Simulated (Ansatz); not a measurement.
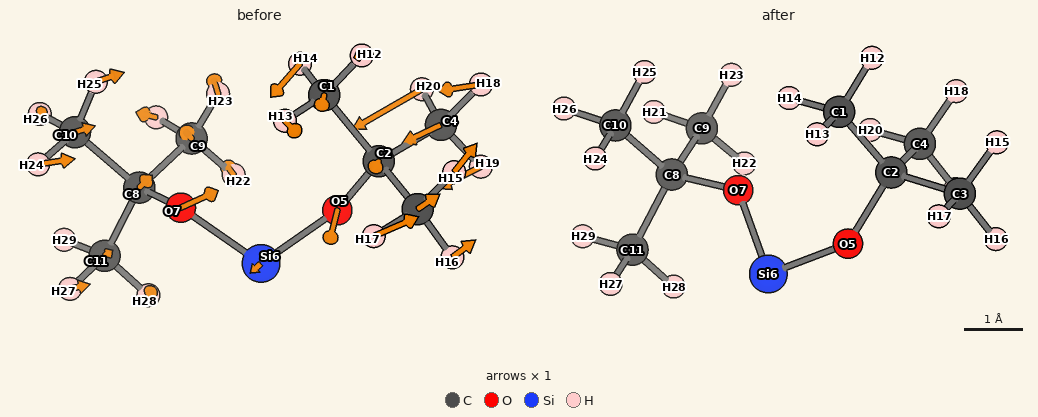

The structure of C$_{8}$H$_{18}$O$_{2}$Si (coarse preliminary run) before (left) and after (right) a relaxation, at one scale. The orange arrows give the displacements, at their true length.

The picture is a ball-and-stick view, seen at a tilt.

The start comes from a force field.

Method: RKS PBE-D4/def2-SVP (Ansatz 0.2.0).

The input:
```yaml
crystal:
  periodic: [false, false, false]
  atoms:
    - {symbol: C, position_ang: [0.012200, 0.557200, 2.174600]}
    - {symbol: C, position_ang: [-0.771000, 1.655900, 1.317300]}
    - {symbol: C, position_ang: [-0.260300, 3.068700, 1.601700]}
    - {symbol: C, position_ang: [-2.183700, 1.636600, 1.696200]}
    - {symbol: O, position_ang: [-0.742900, 1.354700, -0.104100]}
    - {symbol: Si, position_ang: [0.632800, 1.246900, -1.006300]}
    - {symbol: O, position_ang: [1.323700, -0.276600, -0.803300]}
    - {symbol: C, position_ang: [0.899200, -1.444200, -1.501600]}
    - {symbol: C, position_ang: [-0.599600, -1.803700, -1.151200]}
    - {symbol: C, position_ang: [1.753800, -2.585100, -0.915700]}
    - {symbol: C, position_ang: [1.090000, -1.364500, -2.989300]}
    - {symbol: H, position_ang: [-0.174400, 0.778200, 3.250700]}
    - {symbol: H, position_ang: [0.995400, 0.645100, 1.969300]}
    - {symbol: H, position_ang: [-0.410800, -0.395200, 1.934800]}
    - {symbol: H, position_ang: [-0.388900, 3.327700, 2.667600]}
    - {symbol: H, position_ang: [-0.710100, 3.849800, 1.000000]}
    - {symbol: H, position_ang: [0.859000, 3.165500, 1.416700]}
    - {symbol: H, position_ang: [-2.423300, 1.863500, 2.776600]}
    - {symbol: H, position_ang: [-2.824000, 2.343900, 1.117700]}
    - {symbol: H, position_ang: [-2.735300, 0.663200, 1.496200]}
    - {symbol: H, position_ang: [-0.891600, -2.792900, -1.623300]}
    - {symbol: H, position_ang: [-1.273800, -1.123100, -1.636200]}
    - {symbol: H, position_ang: [-0.766500, -1.812800, -0.153400]}
    - {symbol: H, position_ang: [2.809000, -2.354600, -1.124000]}
    - {symbol: H, position_ang: [1.670300, -2.695000, 0.157300]}
    - {symbol: H, position_ang: [1.505400, -3.520200, -1.392100]}
    - {symbol: H, position_ang: [2.132300, -1.093000, -3.188000]}
    - {symbol: H, position_ang: [0.471600, -0.595200, -3.448400]}
    - {symbol: H, position_ang: [0.921900, -2.328900, -3.519300]}
basis:
  gaussian: {orbitals: def2-SVP}
hamiltonian: {xc: pbe, dispersion: d4}
relax: {f_tol: 0.03, max_steps: 200}
```

Launched with:
```bash
ansatz run in.yaml --threads 4 --pin off --events-out ev --progress --plain --max-ram 66560MiB --backend cuda --devices 0, --max-vram 37GiB
```

### What changed between the two?

Over 19 geometry steps the energy falls by 153.3 kJ/mol. The largest force component goes from 4.4 to 0.022 eV/Å. The largest move after the best rigid fit is that of H20, 1.41 Å. By element the largest moves are H 1.41 Å, O 1.34 Å, C 0.78 Å, Si 0.27 Å. Among the contacts that change: C1–H13 1.008 → 1.109 Å, C2–C4 1.463 → 1.535 Å, C1–C2 1.599 → 1.535 Å, C8–C9 1.581 → 1.534 Å. Among the angles between lasting bonds that change: C2–O5–Si6 124.4° → 138.4°, H19–C4–H20 100.0° → 108.7°, O5–Si6–O7 109.6° → 101.2°. Groups turn about C2–O5 by about 120°, Si6–O7 by about 100°, O5–Si6 by about 80°.
